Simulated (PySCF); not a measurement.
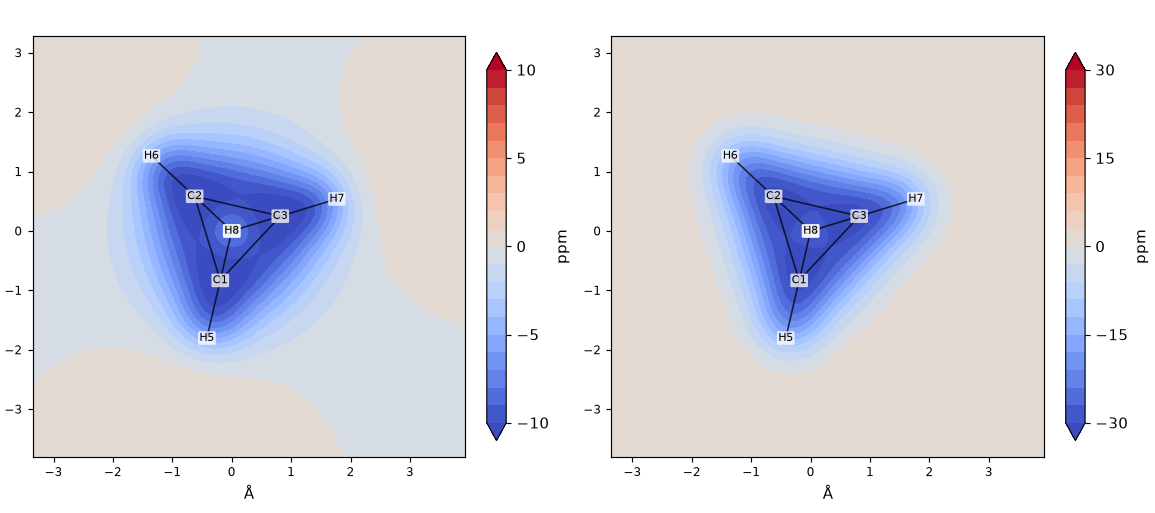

*C4H4, SMILES `C12C3C1C23`. Isotropic NICS 1.0 Å above the plane of the 3-membered ring C1/C2/C3 (left) and NICSzz (the component normal to the ring) 1.0 Å above the plane of the same ring (right); GIAO shieldings; atoms are projected onto the map; negative values mean shielding.*

Method: HF/aug-cc-pVDZ; geometry: GFN2-xTB; program: PySCF. No frequency check shows the geometry to be a minimum.

Geometry (Å), atoms numbered from 1:

```
C1       0.5233    0.5065   -0.5394
C2       0.5233   -0.5065    0.5394
C3      -0.5233    0.5395    0.5065
C4      -0.5233   -0.5395   -0.5065
H5       1.1334    1.0971   -1.1683
H6       1.1334   -1.0971    1.1683
H7      -1.1334    1.1685    1.0970
H8      -1.1334   -1.1685   -1.0970
```

Question: Is the ring aromatic by this magnetic criterion?

Answer: It is shielded above its centre; its σ bonds alone give such values, so they don't measure π aromaticity: NICS(0) = −50.5, NICS(1) = −8.3 and −77.7, NICS(1)zz = −29.0 and −61.1 (two faces) ppm.

Question: What absolute proton shieldings does the same calculation give?

Answer: 29.1 ppm for all of them.

Cost of the run: 10 s on 1 thread of Intel(R) Xeon(R) 6975P-C (Granite Rapids), on a shared host, peak memory 0.37 GiB.
